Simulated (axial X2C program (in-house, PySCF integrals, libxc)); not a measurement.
# AsS⁻: properties at the nuclei

Wanted for AsS⁻: properties at the nuclei, at the two-component level.

The runs use an in-house X2C program for linear molecules on PySCF integrals; two-component X2C with atomic mean-field terms, As dyall-acv3z, S dyall-av3z.

All values are calculated.

### Step 1. The job

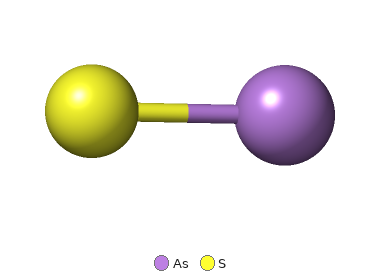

The two atoms at 2.080 Å (arsenic purple, sulfur yellow).

task.json reads:

```json
{"zs": [33, 16], "q": -1, "bas": ["dyall-acv3z", "dyall-av3z"], "r0": 2.08, "levels": ["PBE0", "HF", "PBE", "TPSSh", "LDA"], "nst": 3}
```

Keys: zs atomic numbers; q charge; bas basis sets; r0 starting distance in Å; levels methods (HF also brings MP2); nst determinants followed.

Launch:

```sh
$ python soeom.py task.json out
```

Nuclei are Gaussian, cores are contracted, and the Gaunt term is on.

### Step 2. Expectation values, lowest determinant

R = 2.122 Å. State: Ω = 1 (excess of +ω over −ω: ω = -1/2, ω = 3/2).

Output of the PBE0 run:

```text
two-component X2C + atomic mean field  PBE0
basis functions 181  fitting functions 982  grid points 5078
iter        total energy     max residual
   1      -2654.982968221     3.10e+00
   2      -2658.941791979     4.13e-02
   3      -2658.907032547     5.22e-02
   4      -2658.995154993     9.84e-03
   5      -2658.996021043     7.59e-03
   6      -2658.997560403     5.44e-04
   7      -2658.997570258     1.53e-04
   8      -2658.997570784     4.67e-05
   9      -2658.997570858     1.06e-05
  10      -2658.997570863     1.49e-06
  11      -2658.997570864     4.81e-07
converged
one-electron -3970.09054555  Coulomb 1290.23931443  exact exchange -26.97630457  xc functional -82.97553468  nuclear repulsion 131.67086115  atomic mean-field constant -0.86536165
```

The highest occupied spinor is 49% As p, 26% S p, 10% As d.

| level | Eeff magnitude (GV/cm) | Ws magnitude As (kHz) | A∥/gI As (MHz) | qzz As (a.u.) | A∥/gI S (MHz) | qzz S (a.u.) |
| --- | --- | --- | --- | --- | --- | --- |
| PBE0 | 0.188 | 0.106 | -362 | 0.30 | -60.4 | 1.21 |
| HF | 0.66 | 0.309 | -288 | -0.39 | -9.23 | 1.55 |
| PBE | 0.0868 | 0.0605 | -366 | 0.45 | -72.5 | 1.11 |
| TPSSh | 0.155 | 0.0924 | -331 | 0.47 | -52 | 1.19 |
| LDA | 0.0474 | 0.000737 | -320 | 0.61 | -77.1 | 1.09 |

Eeff is the effective electric field on the electron dipole moment in this Ω state and Ws the scalar–pseudoscalar constant (defined with the proton number Z and per Ω); A∥ is the parallel hyperfine constant, which follows by multiplying with the nuclear g factor gI = μI/(I μN); qzz is the electric field gradient, eQq0 = 234.96 MHz × Q/barn × qzz. The operators were transformed with the bare-nucleus X2C matrices.

### Step 3. Expectation values, a higher determinant

R = 2.122 Å. State: Ω = 0 (closed shell), 0.49 eV above the lowest in the PBE0 search for states (made at or near this distance, with looser thresholds).

Output of the PBE0 run:

```text
two-component X2C + atomic mean field  PBE0
basis functions 181  fitting functions 982  grid points 5078
iter        total energy     max residual
   1      -2654.961930742     3.08e+00
   2      -2658.921234263     4.24e-02
   3      -2658.873970538     5.64e-02
   4      -2658.975235060     1.29e-02
   5      -2658.977671638     7.87e-03
   6      -2658.979440023     7.74e-04
   7      -2658.979457935     1.47e-04
   8      -2658.979458358     4.48e-05
   9      -2658.979458414     9.43e-06
  10      -2658.979458417     1.59e-06
  11      -2658.979458417     3.54e-07
converged
one-electron -3969.94184087  Coulomb 1290.07344466  exact exchange -26.96448004  xc functional -82.95208167  nuclear repulsion 131.67086115  atomic mean-field constant -0.86536165
```

The highest occupied spinor is 53% As p, 22% S p, 10% S d.

| level | qzz As (a.u.) | qzz S (a.u.) |
| --- | --- | --- |
| PBE0 | 0.52 | 1.08 |
| HF | -0.22 | 1.32 |
| PBE | 0.66 | 1.00 |
| TPSSh | 0.68 | 1.05 |
| LDA | 0.76 | 1.01 |

### Step 4. Expectation values, a higher determinant

R = 2.122 Å. State: Ω = 2 (excess of +ω over −ω: ω = 1/2, ω = 3/2), 0.61 eV above the lowest in the PBE0 search for states (made at or near this distance, with looser thresholds).

Output of the PBE0 run:

```text
two-component X2C + atomic mean field  PBE0
basis functions 181  fitting functions 982  grid points 5078
iter        total energy     max residual
   1      -2654.956857322     3.08e+00
   2      -2658.916670458     4.25e-02
   3      -2658.869955275     5.64e-02
   4      -2658.970738039     1.28e-02
   5      -2658.973086721     8.03e-03
   6      -2658.974925718     7.84e-04
   7      -2658.974944113     1.55e-04
   8      -2658.974944554     4.94e-05
   9      -2658.974944614     1.22e-05
  10      -2658.974944620     3.59e-06
  11      -2658.974944621     2.12e-06
converged
one-electron -3969.84435652  Coulomb 1289.97721345  exact exchange -26.96358031  xc functional -82.94972075  nuclear repulsion 131.67086115  atomic mean-field constant -0.86536165
```

The highest occupied spinor is 54% As p, 21% S p, 10% S d.

| level | Eeff magnitude (GV/cm) | Ws magnitude As (kHz) | A∥/gI As (MHz) | qzz As (a.u.) | A∥/gI S (MHz) | qzz S (a.u.) |
| --- | --- | --- | --- | --- | --- | --- |
| PBE0 | 0.145 | 0.0287 | 494 | 0.42 | 149 | 1.05 |
| HF | 0.23 | 0.0448 | 527 | -0.33 | 125 | 1.30 |
| PBE | 0.125 | 0.025 | 470 | 0.56 | 152 | 0.97 |
| TPSSh | 0.128 | 0.0255 | 481 | 0.58 | 149 | 1.02 |
| LDA | 0.133 | 0.0263 | 489 | 0.65 | 159 | 0.99 |

### Step 5. Results

| quantity | value |
| --- | --- |
| lowest determinant | Ω = 1 (excess of +ω over −ω: ω = -1/2, ω = 3/2) |
| Eeff magnitude (GV/cm), PBE0 | 0.188 |
| Ws magnitude As (kHz), PBE0 | 0.106 |
| A∥/gI As (MHz), PBE0 | -362 |
| qzz As (a.u.), PBE0 | 0.30 |
| higher determinant | Ω = 0 (closed shell) |
| qzz As (a.u.), PBE0, higher determinant | 0.52 |
| qzz S (a.u.), PBE0, higher determinant | 1.08 |
| higher determinant | Ω = 2 (excess of +ω over −ω: ω = 1/2, ω = 3/2) |
| Eeff magnitude (GV/cm), PBE0, higher determinant | 0.145 |
| Ws magnitude As (kHz), PBE0, higher determinant | 0.0287 |
| A∥/gI As (MHz), PBE0, higher determinant | 494 |
| qzz As (a.u.), PBE0, higher determinant | 0.42 |

In words: In the first state, the effective field runs from 0.0474 to 0.66 GV/cm over the mean-field levels, so the levels don't agree on it. The expectation values come from single determinants, which for open shells can mix terms of unlike spin or miss the lowest Ω, so a determinant need not be a state. Eeff is the effective electric field on the electron dipole moment in this Ω state and Ws the scalar–pseudoscalar constant (defined with the proton number Z and per Ω); A∥ is the parallel hyperfine constant, which follows by multiplying with the nuclear g factor gI = μI/(I μN); qzz is the electric field gradient, eQq0 = 234.96 MHz × Q/barn × qzz. The operators were transformed with the bare-nucleus X2C matrices.
